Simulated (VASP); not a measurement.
# MoS2: accuracy against cost in the SCF threshold and SCF solver, part 2 of 3

Aim: find what the SCF threshold and SCF solver change for MoS2, and what they cost. The series runs use LDA. The start is a cell from a database of measured crystal structures.

VASP 6.6.1; LDA; plane waves and PAW (Mo_sv, S).

Still holding for the runs below: This run has no spin polarisation, although Mo can carry a moment. Spin-orbit coupling is off here; it would split degenerate levels.

So far. Step 6 (SCF threshold: EDIFF = 1E-06): Against the run before the energy stays within 0.01 meV an atom; the pressure moves by +0.02 GPa, after 15 cycles in 8 s.

The database entry behind the starting cell differs from later determinations by our own check (about 0.3 % long), so it need not match the best structure at ambient conditions.

**7. SCF threshold: EDIFF = 1E-08**

Input file INCAR:

```
SYSTEM = MoS2
PREC = Accurate
ENCUT = 400
EDIFF = 1E-08
NELM = 100
ISMEAR = -1
SIGMA = 0.05
LREAL = .FALSE.
ALGO = Normal
GGA = CA
NBANDS = 32
LASPH = .TRUE.
LORBIT = 11
LWAVE = .FALSE.
LCHARG = .FALSE.
KPAR = 4
ISIF = 2
```

Input file POSCAR:

```
MoS2
1.0
    3.1690000000      0.0000000000      0.0000000000
   -1.5845000000      2.7444345046      0.0000000000
    0.0000000000      0.0000000000     12.3240000000
Mo S
2 4
Direct
    0.3333333333      0.6666666667      0.2500000000
    0.6666666667      0.3333333333      0.7500000000
    0.3333333333      0.6666666667      0.6230000000
    0.6666666667      0.3333333333      0.1230000000
    0.3333333333      0.6666666667      0.8770000000
    0.6666666667      0.3333333333      0.3770000000
```

Input file KPOINTS:

```
Automatic mesh
0
Gamma
7 7 2
0 0 0
```

PAW data sets: Mo_sv and S (PBE family, release 64).

On the command line:

```sh
$ mpirun -np 4 vasp_std
```

Output:

```text
[... set-up lines as in an earlier step ...]
 entering main loop
       N       E                     dE             d eps       ncg     rms          rms(c)
[... 13 cycles as in an earlier step ...]
DAV:  14    -0.490464202213E+02   -0.13666E-05   -0.89086E-06  1248   0.171E-02    0.249E-02
DAV:  15    -0.490464194321E+02    0.78926E-06   -0.16002E-06  1296   0.805E-03    0.672E-03
DAV:  16    -0.490464192219E+02    0.21012E-06   -0.13562E-06  1232   0.590E-03    0.164E-03
DAV:  17    -0.490464192258E+02   -0.38208E-08   -0.46489E-08  1128   0.131E-03
   1 F= -.49046419E+02 E0= -.49046417E+02  d E =-.509524E-05
```

Run time: 8.8 s. Hardware: 4 MPI ranks of AMD EPYC 9R45, shared host; peak memory 0.65 GiB.

OUTCAR, selected parts (step 7):

```text
  Total       -3.7062546     -3.7062546     -3.3598482      0.0000000     -0.0000000     -0.0000000
  in kB      -55.4011815    -55.4011815    -50.2230909      0.0000000     -0.0000000     -0.0000000
  external PRESSURE =     -53.6751513 kB  Pullay stress =       0.0000000 kB

 POSITION                                       TOTAL-FORCE (eV/Angst)
 -----------------------------------------------------------------------------------
     -0.00000      1.82962      3.08100         0.000000     -0.000000     -0.000000
      1.58450      0.91481      9.24300        -0.000000      0.000000     -0.000000
     -0.00000      1.82962      7.67785         0.000000     -0.000000      0.417160
      1.58450      0.91481      1.51585        -0.000000      0.000000      0.417160
     -0.00000      1.82962     10.80815        -0.000000     -0.000000     -0.417160
      1.58450      0.91481      4.64615         0.000000      0.000000     -0.417160
 -----------------------------------------------------------------------------------
    total drift:                               -0.000000      0.000000     -0.000000

  FREE ENERGIE OF THE ION-ELECTRON SYSTEM (eV)
  ---------------------------------------------------
  free  energy   TOTEN  =       -49.0464192258 eV

  energy  without entropy=      -49.0464141305  energy(sigma->0) =      -49.04641668

[... 2 parts as in an earlier step ...]

[... 1 further part left out ...]
[key lines of the parts left out:]
E-fermi :   7.7037
```

Against the run before the energy stays within 0.01 meV an atom; the pressure moves by +0.02 GPa, after 17 cycles in 8.8 s.

**8. The SCF threshold series as a table**

This step: convergence of LDA results with the threshold; plane waves and PAW (VASP 6.6.1).

This step runs nothing: it gathers the runs above.

Differences are taken from the run with EDIFF = 1E-08. Results of the series, by row:

```csv
setting,status,energy less the reference (meV/atom),pressure (GPa),largest force difference (meV/Å),gap (eV),SCF cycles,wall time (s)
EDIFF = 0.01,converged,-0.0522,-6.091,21.55,0.9328,10,5.4
EDIFF = 0.001,converged,-0.02052,-5.671,8.023,0.9324,11,6
EDIFF = 1E-04,converged,4.37e-4,-5.357,1.451,0.9346,13,6.8
EDIFF = 1E-05,converged,-1.50e-4,-5.408,0.818,0.9343,14,7.6
EDIFF = 1E-06,converged,-3.17e-5,-5.384,0.01,0.9343,15,8
EDIFF = 1E-08,converged,0,-5.368,0,0.9343,17,8.8
```

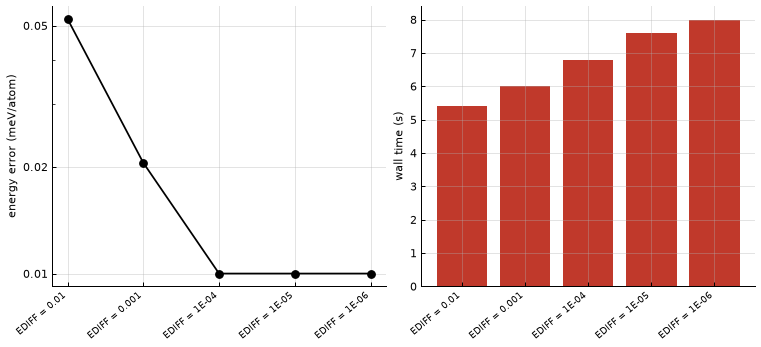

The energy error in size, against the reference run (errors under 0.01 are drawn at 0.01), and the wall time by setting.

**9. SCF solver: ALGO = Normal**

This step: LDA; plane waves and PAW (Mo_sv, S) (VASP 6.6.1).

All solvers should reach one answer; they differ in cycles and robustness.

Edit INCAR of step 7 so:

```diff
@@ -3,3 +3,3 @@
 ENCUT = 400
-EDIFF = 1E-08
+EDIFF = 1E-06
 NELM = 100
```

POSCAR is that of step 7.

KPOINTS is that of step 7.

On the command line:

```sh
$ mpirun -np 4 vasp_std
```

Output:

```text
[... set-up lines as in an earlier step ...]
 entering main loop
       N       E                     dE             d eps       ncg     rms          rms(c)
[... 15 cycles as in an earlier step ...]
   1 F= -.49046419E+02 E0= -.49046417E+02  d E =-.509611E-05
```

It took 7.6 s on 4 MPI ranks; peak memory 0.63 GiB; 28 s of CPU time.

From OUTCAR (step 9):

```text
   NELECT =      52.0000    total number of electrons

 E-fermi :   7.7038

 k-point     1 :       0.0000    0.0000    0.0000
  band No.  band energies     occupation
    ...
     22       5.1497      2.00000
     23       5.1497      2.00000
     24       6.0828      2.00000
     25       6.1231      2.00000
     26       7.2857      1.99953
     27       9.3773      0.00000
     28       9.3773      0.00000
     29       9.4058      0.00000
     30       9.4058      0.00000
     31       9.5530      0.00000
    ...

[... 13 parts as in an earlier step ...]

[... 8 further parts left out ...]
```

This step gave:

| Quantity | Value |
| --- | --- |
| SCF cycles | 15 |
| pressure | -5.384 GPa |

The series starts at -8.1744 eV an atom and -5.38 GPa, after 15 cycles in 7.6 s.

**10. SCF solver: ALGO = Fast**

Edit INCAR of step 9 so:

```diff
@@ -8,3 +8,3 @@
 LREAL = .FALSE.
-ALGO = Normal
+ALGO = Fast
 GGA = CA
```

POSCAR is that of step 9.

KPOINTS is that of step 9.

On the command line:

```sh
$ mpirun -np 4 vasp_std
```

Output:

```text
[... set-up lines as in an earlier step ...]
 entering main loop
       N       E                     dE             d eps       ncg     rms          rms(c)
[... 5 cycles as in an earlier step ...]
RMM:   6    -0.496710432062E+02    0.25347E+01   -0.18459E+01  1077   0.191E+01    0.105E+01
RMM:   7    -0.491059871027E+02    0.56506E+00   -0.27683E+00  1037   0.791E+00    0.747E+00
RMM:   8    -0.490484432787E+02    0.57544E-01   -0.10661E+00  1135   0.474E+00    0.114E+00
RMM:   9    -0.490488520446E+02   -0.40877E-03   -0.17587E-01  1247   0.192E+00    0.735E-01
[...]
RMM:  14    -0.490464181362E+02   -0.13333E-05   -0.68055E-05  1309   0.379E-02    0.980E-03
RMM:  15    -0.490464188135E+02   -0.67722E-06   -0.19551E-05  1192   0.183E-02    0.278E-03
RMM:  16    -0.490464190909E+02   -0.27741E-06   -0.34354E-06   908   0.779E-03
   1 F= -.49046419E+02 E0= -.49046417E+02  d E =-.509586E-05
```

The job ended after 8.8 s (4 MPI ranks; peak memory 0.63 GiB).

From OUTCAR (step 10):

```text
  Total       -3.7062998     -3.7062998     -3.3582023      0.0000000      0.0000000      0.0000000
  in kB      -55.4018573    -55.4018573    -50.1984878      0.0000000      0.0000000      0.0000000
  external PRESSURE =     -53.6674008 kB  Pullay stress =       0.0000000 kB

 POSITION                                       TOTAL-FORCE (eV/Angst)
 -----------------------------------------------------------------------------------
     -0.00000      1.82962      3.08100         0.000000      0.000000      0.000000
      1.58450      0.91481      9.24300        -0.000000      0.000000      0.000000
     -0.00000      1.82962      7.67785        -0.000000      0.000000      0.416896
      1.58450      0.91481      1.51585         0.000000      0.000000      0.416896
     -0.00000      1.82962     10.80815         0.000000      0.000000     -0.416896
      1.58450      0.91481      4.64615         0.000000      0.000000     -0.416896
 -----------------------------------------------------------------------------------
    total drift:                               -0.000000      0.000000     -0.000000

  FREE ENERGIE OF THE ION-ELECTRON SYSTEM (eV)
  ---------------------------------------------------
  free  energy   TOTEN  =       -49.0464190909 eV

  energy  without entropy=      -49.0464139950  energy(sigma->0) =      -49.04641654

[... 2 parts as in an earlier step ...]

[... 1 further part left out ...]
[key lines of the parts left out:]
E-fermi :   7.7037
```

Against the first of the series the energy stays within 0.01 meV an atom; the pressure moves by +0.02 GPa, after 16 cycles in 8.8 s.

**11. SCF solver: ALGO = VeryFast**

Edit INCAR of step 10 so:

```diff
@@ -8,3 +8,3 @@
 LREAL = .FALSE.
-ALGO = Fast
+ALGO = VeryFast
 GGA = CA
```

POSCAR is that of step 10.

KPOINTS is that of step 10.

On the command line:

```sh
$ mpirun -np 4 vasp_std
```

Output:

```text
[... set-up lines as in an earlier step ...]
 entering main loop
       N       E                     dE             d eps       ncg     rms          rms(c)
RMM:   1     0.675451837083E+03    0.67545E+03   -0.20698E+04   512   0.112E+03
RMM:   2    -0.346900404104E+02   -0.71014E+03   -0.81110E+03   512   0.360E+02
RMM:   3     0.937319905945E+01    0.44063E+02   -0.15803E+03   512   0.194E+02
RMM:   4    -0.257868583869E+02   -0.35160E+02   -0.33964E+02   512   0.838E+01
[...]
RMM:  21    -0.490464156655E+02   -0.73063E-05   -0.74080E-05  1334   0.241E-02    0.793E-03
RMM:  22    -0.490464176472E+02   -0.19817E-05   -0.22856E-05  1002   0.112E-02    0.250E-03
RMM:  23    -0.490464184866E+02   -0.83945E-06   -0.88690E-06   855   0.555E-03
   1 F= -.49046418E+02 E0= -.49046416E+02  d E =-.509155E-05
```

Run time: 11 s. Hardware: 4 MPI ranks; peak memory 0.62 GiB; 42 s of CPU time.

From OUTCAR (step 11):

```text
  Total       -3.7055975     -3.7055975     -3.3582309      0.0000000     -0.0000000      0.0000000
  in kB      -55.3913603    -55.3913603    -50.1989151      0.0000000     -0.0000000      0.0000000
  external PRESSURE =     -53.6605452 kB  Pullay stress =       0.0000000 kB

 POSITION                                       TOTAL-FORCE (eV/Angst)
 -----------------------------------------------------------------------------------
     -0.00000      1.82962      3.08100         0.000000     -0.000000      0.000000
      1.58450      0.91481      9.24300        -0.000000      0.000000      0.000000
     -0.00000      1.82962      7.67785        -0.000000      0.000000      0.417324
      1.58450      0.91481      1.51585        -0.000000      0.000000      0.417324
     -0.00000      1.82962     10.80815         0.000000     -0.000000     -0.417324
      1.58450      0.91481      4.64615         0.000000     -0.000000     -0.417324
 -----------------------------------------------------------------------------------
    total drift:                               -0.000000      0.000000     -0.000000

  FREE ENERGIE OF THE ION-ELECTRON SYSTEM (eV)
  ---------------------------------------------------
  free  energy   TOTEN  =       -49.0464184866 eV

  energy  without entropy=      -49.0464133951  energy(sigma->0) =      -49.04641594

[... 2 parts as in an earlier step ...]

[... 1 further part left out ...]
[key lines of the parts left out:]
E-fermi :   7.7037
```

Against the first of the series the energy stays within 0.01 meV an atom; the pressure moves by +0.02 GPa, after 23 cycles in 11 s.

**12. SCF solver: ALGO = All**

Edit INCAR of step 11 so:

```diff
@@ -8,3 +8,3 @@
 LREAL = .FALSE.
-ALGO = VeryFast
+ALGO = All
 GGA = CA
```

POSCAR is that of step 11.

KPOINTS is that of step 11.

On the command line:

```sh
$ mpirun -np 4 vasp_std
```

Output:

```text
[... set-up lines as in an earlier step ...]
 entering main loop
       N       E                     dE             d eps       ncg     rms           ort
DAV:   1     0.377064312249E+03    0.37706E+03   -0.26539E+04   512   0.129E+03
DAV:   2    -0.322805912899E+02   -0.40934E+03   -0.39792E+03   512   0.353E+02
DAV:   3    -0.517541658062E+02   -0.19474E+02   -0.19306E+02   512   0.696E+01
DAV:   4    -0.521955522258E+02   -0.44139E+00   -0.44025E+00   512   0.102E+01
DAV:   5    -0.522057525754E+02   -0.10200E-01   -0.10194E-01   512   0.148E+00
SDA:   6    -0.409070695474E+02    0.11299E+02   -0.10194E-01   512   0.492E+02   0.000E+00
 gam= 0.000 g(H,U,f)=  0.326E+02 0.166E+02 0.270E-04 ort(H,U,f) = 0.000E+00 0.000E+00 0.000E+00
 gam= 0.000 trial= 0.400  step=  0.2622 mean=  0.4000
CGA:   7    -0.475765790401E+02   -0.66695E+01   -0.64451E+01   512   0.555E+01   0.763E-01
 gam= 0.113 g(H,U,f)=  0.504E+01 0.511E+00 0.351E-05 ort(H,U,f) =-0.277E+01 0.284E+01 0.812E-05
 gam= 0.113 trial= 0.386  step=  0.3385 mean=  0.3862
[...]
gam= 0.419 trial= 0.473  step=  0.6654 mean=  0.4730
CGA:  20    -0.490463991218E+02   -0.25143E-04   -0.25147E-04   512   0.358E-04  -0.609E-07
 gam= 0.474 g(H,U,f)=  0.329E-04 0.289E-05 0.933E-11 ort(H,U,f) =-0.228E-05 0.222E-05 0.433E-10
 gam= 0.474 trial= 0.492  step=  0.6918 mean=  0.4922
CGA:  21    -0.490464115043E+02   -0.12383E-04   -0.12389E-04   512   0.141E-04  -0.445E-07
 gam= 0.395 g(H,U,f)=  0.139E-04 0.245E-06 0.402E-11 ort(H,U,f) = 0.106E-06-0.151E-06-0.198E-10
 gam= 0.395 trial= 0.512  step=  0.6734 mean=  0.5122
CGA:  22    -0.490464162640E+02   -0.47597E-05   -0.47583E-05   512   0.505E-05  -0.791E-10
 gam= 0.357 g(H,U,f)=  0.492E-05 0.131E-06 0.608E-11 ort(H,U,f) = 0.577E-07-0.578E-07-0.473E-11
 gam= 0.357 trial= 0.528  step=  0.6921 mean=  0.5283
CGA:  23    -0.490464180117E+02   -0.17477E-05   -0.17483E-05   512   0.203E-05   0.103E-08
 gam= 0.401 g(H,U,f)=  0.199E-05 0.336E-07 0.199E-11 ort(H,U,f) =-0.459E-07 0.469E-07 0.251E-11
 gam= 0.401 trial= 0.545  step=  0.6597 mean=  0.5447
CGA:  24    -0.490464186807E+02   -0.66894E-06   -0.66871E-06   512   0.914E-06  -0.936E-09
 gam= 0.451 g(H,U,f)=  0.862E-06 0.523E-07 0.632E-12 ort(H,U,f) = 0.833E-08-0.927E-08 0.165E-11
 gam= 0.451 trial= 0.556  step=  0.6387 mean=  0.5562
 final diagonalization occupied
   1 F= -.49046419E+02 E0= -.49046416E+02  d E =-.509288E-05
```

The job ended after 11 s (4 MPI ranks; peak memory 0.72 GiB).

OUTCAR, selected parts (step 12):

```text
  Total       -3.7042274     -3.7042274     -3.3610391      0.0000000     -0.0000000      0.0000000
  in kB      -55.3708799    -55.3708799    -50.2408924      0.0000000     -0.0000000      0.0000000
  external PRESSURE =     -53.6608840 kB  Pullay stress =       0.0000000 kB

 POSITION                                       TOTAL-FORCE (eV/Angst)
 -----------------------------------------------------------------------------------
     -0.00000      1.82962      3.08100         0.000000     -0.000000      0.000000
      1.58450      0.91481      9.24300        -0.000000      0.000000      0.000000
     -0.00000      1.82962      7.67785        -0.000000     -0.000000      0.415303
      1.58450      0.91481      1.51585         0.000000      0.000000      0.415303
     -0.00000      1.82962     10.80815        -0.000000      0.000000     -0.415303
      1.58450      0.91481      4.64615         0.000000      0.000000     -0.415303
 -----------------------------------------------------------------------------------
    total drift:                               -0.000000      0.000000     -0.000000

  FREE ENERGIE OF THE ION-ELECTRON SYSTEM (eV)
  ---------------------------------------------------
  free  energy   TOTEN  =       -49.0464186807 eV

  energy  without entropy=      -49.0464135878  energy(sigma->0) =      -49.04641613

[... 2 parts as in an earlier step ...]

[... 1 further part left out ...]
[key lines of the parts left out:]
E-fermi :   7.7037
```

Against the first of the series the energy stays within 0.01 meV an atom; the pressure moves by +0.02 GPa, after 24 cycles in 11 s.

**13. SCF solver: ALGO = Damped**

Edit INCAR of step 12 so:

```diff
@@ -8,3 +8,3 @@
 LREAL = .FALSE.
-ALGO = All
+ALGO = Damped
 GGA = CA
```

POSCAR is that of step 12.

KPOINTS is that of step 12.

On the command line:

```sh
$ mpirun -np 4 vasp_std
```

Output:

```text
[... set-up lines as in an earlier step ...]
 entering main loop
       N       E                     dE             d eps       ncg     rms           ort
DAV:   1     0.593680512216E+03    0.59368E+03   -0.24438E+04   512   0.129E+03
DAV:   2     0.392453510587E+02   -0.55444E+03   -0.54517E+03   512   0.443E+02
DAV:   3    -0.311481004875E+02   -0.70393E+02   -0.68435E+02   512   0.153E+02
DAV:   4    -0.463545784296E+02   -0.15206E+02   -0.14888E+02   512   0.670E+01
[...]
DMP:  28    -0.490464173396E+02   -0.35212E-05   -0.15777E-05   512   0.209E-05   0.484E-05
DMP:  29    -0.490464185299E+02   -0.11902E-05   -0.54533E-06   512   0.634E-06   0.191E-05
DMP:  30    -0.490464189478E+02   -0.41792E-06   -0.22732E-06   512   0.300E-06   0.702E-06
 final diagonalization occupied
   1 F= -.49046419E+02 E0= -.49046416E+02  d E =-.498698E-05
```

The job ended after 10 s (4 MPI ranks; peak memory 0.72 GiB).

From OUTCAR (step 13):

```text
  Total       -3.7053870     -3.7053870     -3.3570524      0.0000000      0.0000000      0.0000000
  in kB      -55.3882134    -55.3882134    -50.1812987      0.0000000      0.0000000      0.0000000
  external PRESSURE =     -53.6525752 kB  Pullay stress =       0.0000000 kB

 POSITION                                       TOTAL-FORCE (eV/Angst)
 -----------------------------------------------------------------------------------
     -0.00000      1.82962      3.08100        -0.000000      0.000000      0.000000
      1.58450      0.91481      9.24300         0.000000     -0.000000      0.000000
     -0.00000      1.82962      7.67785        -0.000000     -0.000000      0.417883
      1.58450      0.91481      1.51585         0.000000     -0.000000      0.417883
     -0.00000      1.82962     10.80815        -0.000000      0.000000     -0.417883
      1.58450      0.91481      4.64615         0.000000     -0.000000     -0.417883
 -----------------------------------------------------------------------------------
    total drift:                               -0.000000      0.000000     -0.000000

  FREE ENERGIE OF THE ION-ELECTRON SYSTEM (eV)
  ---------------------------------------------------
  free  energy   TOTEN  =       -49.0464189478 eV

  energy  without entropy=      -49.0464139608  energy(sigma->0) =      -49.04641645

[... 2 parts as in an earlier step ...]

[... 1 further part left out ...]
[key lines of the parts left out:]
E-fermi :   7.7049
```

Against the first of the series the energy stays within 0.01 meV an atom; the pressure moves by +0.02 GPa, after 30 cycles in 10 s.

**14. SCF solver: AMIX = 0.1, BMIX = 0.01**

Edit INCAR of step 13 so:

```diff
@@ -8,3 +8,3 @@
 LREAL = .FALSE.
-ALGO = Damped
+ALGO = Normal
 GGA = CA
@@ -17 +17,3 @@
 ISIF = 2
+AMIX = 0.1
+BMIX = 0.01
```

POSCAR is that of step 13.

KPOINTS is that of step 13.

On the command line:

```sh
$ mpirun -np 4 vasp_std
```

Output:

```text
[... set-up lines as in an earlier step ...]
 entering main loop
       N       E                     dE             d eps       ncg     rms          rms(c)
[... 5 cycles as in an earlier step ...]
DAV:   6    -0.504335334310E+02    0.17722E+01   -0.20635E+00  1176   0.789E+00    0.276E+01
DAV:   7    -0.494566697958E+02    0.97686E+00   -0.74155E+00  1152   0.148E+01    0.106E+01
DAV:   8    -0.491155464957E+02    0.34112E+00   -0.28800E+00  1168   0.737E+00    0.471E+00
DAV:   9    -0.491135417493E+02    0.20047E-02   -0.32254E-01  1328   0.297E+00    0.333E+00
[...]
DAV:  17    -0.490464281949E+02    0.28792E-04   -0.49255E-05  1152   0.370E-02    0.229E-01
DAV:  18    -0.490464268564E+02    0.13385E-05   -0.71084E-06  1168   0.103E-02    0.204E-01
DAV:  19    -0.490464268224E+02    0.33926E-07   -0.11629E-07   704   0.205E-03
   1 F= -.49046427E+02 E0= -.49046424E+02  d E =-.511734E-05
```

Elapsed: 9.6 s, on 4 MPI ranks; peak memory 0.62 GiB.

OUTCAR, selected parts (step 14):

```text
  Total       -3.7059108     -3.7059108     -3.3501362      0.0000000     -0.0000000     -0.0000000
  in kB      -55.3960433    -55.3960433    -50.0779165      0.0000000     -0.0000000     -0.0000000
  external PRESSURE =     -53.6233344 kB  Pullay stress =       0.0000000 kB

 POSITION                                       TOTAL-FORCE (eV/Angst)
 -----------------------------------------------------------------------------------
     -0.00000      1.82962      3.08100        -0.000000     -0.000000      0.000000
      1.58450      0.91481      9.24300         0.000000      0.000000      0.000000
     -0.00000      1.82962      7.67785        -0.000000      0.000000      0.416904
      1.58450      0.91481      1.51585         0.000000     -0.000000      0.416904
     -0.00000      1.82962     10.80815        -0.000000      0.000000     -0.416904
      1.58450      0.91481      4.64615         0.000000     -0.000000     -0.416904
 -----------------------------------------------------------------------------------
    total drift:                               -0.000000      0.000000     -0.000000

  FREE ENERGIE OF THE ION-ELECTRON SYSTEM (eV)
  ---------------------------------------------------
  free  energy   TOTEN  =       -49.0464268224 eV

  energy  without entropy=      -49.0464217051  energy(sigma->0) =      -49.04642426

[... 2 parts as in an earlier step ...]

[... 1 further part left out ...]
[key lines of the parts left out:]
E-fermi :   7.7039
```

Against the first of the series the energy stays within 0.01 meV an atom; the pressure moves by +0.02 GPa, after 19 cycles in 9.6 s.

(Continued in part 3 of 3.)

[Lines on the potential files, build, host, timing and source positions are cut from VASP's logs without a mark.]

[Logs are printed without paths, hosts, clocks, repeated set-up lines and the standing remarks that a program may print on its own settings, such as how far it seeks lower states.]

[Hosts, paths, dates, database ids (printed as entryN), source tags and the programs' standing remarks are cut or masked in the printed files.]

[A measured line is paired with the nearest computed mode of its activity, which favours agreement.]
